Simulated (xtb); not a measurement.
CH8NSi (charge +1): geometry relaxation (part 5 of 5)

CH8NSi, charge +1; GFN2-xTB (xtb 6.7.1). The atoms were displaced at random from an optimised geometry.

Geometry of the input (Å):
```
C  -1.2994  0.7796  0.1569
Si -0.2845  -0.5939  -0.5774
N  1.2162  -0.3519  0.4623
H  -2.2779  0.7859  -0.8083
H  -0.9754  1.7550  -0.1141
H  -1.4890  0.5976  0.9037
H  -0.5525  -2.1084  -0.2596
H  0.5579  -0.3227  -1.7386
H  2.1741  -0.8890  0.1720
H  1.2232  -0.2226  1.6213
H  1.7841  0.5555  0.4870
```

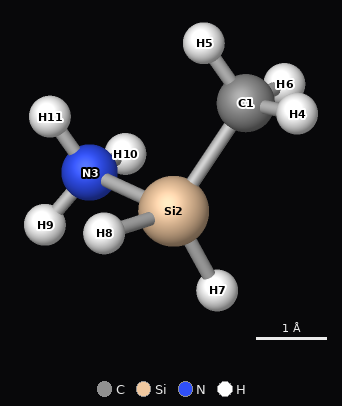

Figure 1. The geometry at step 25 of the log (ball-and-stick view, seen at a tilt; atoms are numbered from 1 in the order of the input).

### Trajectory as extended XYZ, continued
```
11
Properties=species:S:1:pos:R:3 step=23 energy=-284.57166
C    -1.3450    0.7638   -0.0272
Si   -0.1716   -0.5785   -0.6241
N     1.3766   -0.2923    0.5436
H    -2.2749    0.7379   -0.5911
H    -0.9311    1.7641   -0.1535
H    -1.6131    0.6450    1.0225
H    -0.4707   -1.9558   -0.2574
H     0.4852   -0.3857   -1.9095
H     2.1208   -0.9634    0.3502
H     1.1288   -0.3910    1.5288
H     1.7719    0.6409    0.4230
11
Properties=species:S:1:pos:R:3 step=24 energy=-284.57166
C    -1.3450    0.7638   -0.0274
Si   -0.1716   -0.5786   -0.6240
N     1.3766   -0.2923    0.5437
H    -2.2750    0.7379   -0.5911
H    -0.9311    1.7642   -0.1539
H    -1.6128    0.6454    1.0225
H    -0.4709   -1.9558   -0.2572
H     0.4851   -0.3861   -1.9095
H     2.1213   -0.9626    0.3493
H     1.1291   -0.3923    1.5288
H     1.7711    0.6414    0.4241
11
Properties=species:S:1:pos:R:3 step=25 energy=-284.57166
C    -1.3449    0.7640   -0.0275
Si   -0.1716   -0.5787   -0.6239
N     1.3766   -0.2923    0.5437
H    -2.2751    0.7378   -0.5909
H    -0.9310    1.7643   -0.1545
H    -1.6124    0.6458    1.0225
H    -0.4711   -1.9558   -0.2568
H     0.4852   -0.3865   -1.9094
H     2.1218   -0.9616    0.3481
H     1.1294   -0.3939    1.5287
H     1.7701    0.6419    0.4254
11
Properties=species:S:1:pos:R:3 step=26 energy=-284.57166
C    -1.3448    0.7641   -0.0276
Si   -0.1717   -0.5787   -0.6239
N     1.3765   -0.2924    0.5437
H    -2.2752    0.7377   -0.5907
H    -0.9310    1.7644   -0.1551
H    -1.6120    0.6463    1.0225
H    -0.4713   -1.9557   -0.2565
H     0.4851   -0.3870   -1.9095
H     2.1224   -0.9606    0.3471
H     1.1297   -0.3955    1.5287
H     1.7691    0.6424    0.4266
```

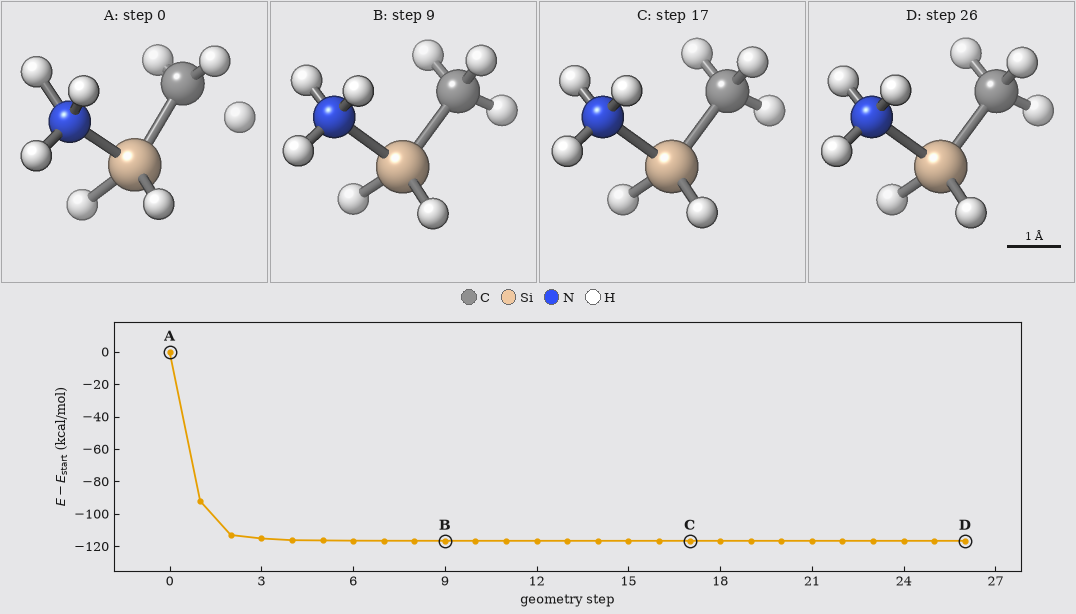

Figure 2. Frames of the relaxation (ball-and-stick view, seen at a tilt) above the curves, on which the letters mark them (steps are counted from 0).

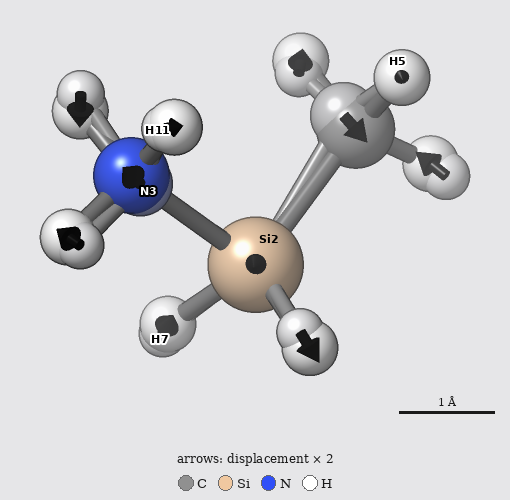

Figure 3. Start (faint) and end (solid) with the displacements as black arrows, magnified 2 times (ball-and-stick view, seen at a tilt). The two geometries are laid on each other by the best rigid fit. The largest moves after the best rigid fit, 0.22 Å, are those of H4 and H10. Largest moves by element: H 0.22 Å, C 0.19 Å, N 0.19 Å, Si 0.12 Å. Among the contacts that change: C1–H6 0.792 → 1.090 Å, C1–H4 1.374 → 1.088 Å, N3–H10 1.166 → 1.021 Å, Si2–N3 1.842 → 1.960 Å. Among the angles that change: H10–N3–H11 83.1° → 107.2°, H9–N3–H11 87.7° → 107.2°, H5–C1–H6 121.6° → 107.8°. Over 26 geometry steps the energy falls by 116.7 kcal/mol. (Atoms are counted from 1 in the order of the input.)

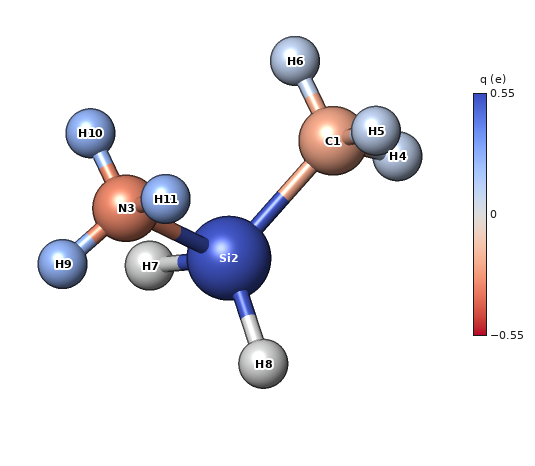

Figure 4. Mulliken charges, as the colour of each atom (ball-and-stick view, seen at a tilt; atoms are numbered from 1 in the order of the input). By element: C −0.22, Si +0.52, N −0.31 and H 0.00 to +0.24 e.

### Results in brief

```tsv
quantity	value
outcome	converged
electrons treated	20
total energy	−10.457816 hartree
dispersion energy	−0.003835 hartree
basis functions	26
HOMO	−16.32 eV
LUMO	−10.73 eV
peak memory	0.075 GiB
```

### Notes

Settings chosen away from the usual ones: method = gfn2-xtb; task = optimise; opt_level = extreme; x = {}; partner = base.
